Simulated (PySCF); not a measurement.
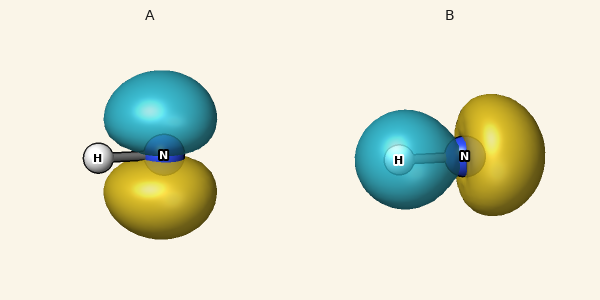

NH (triplet). Two frontier α-spin orbitals, each drawn at the value that holds 80 % of its norm (yellow and cyan are the two phases), in no order; of a degenerate pair one member is drawn.

Level of theory: PySCF, PBE0/def2-TZVPP, non-relativistic Hamiltonian with scalar-relativistic core potentials where named, at a bond length of 1.039 Å.

### Label each orbital by symmetry, say whether it is occupied, and order them by energy.

Orbital B: σ, occupied in this spin, −11.39 eV; mainly on N (80 %).
Orbital A: π, occupied in this spin, −9.71 eV; mainly on N (95 %).
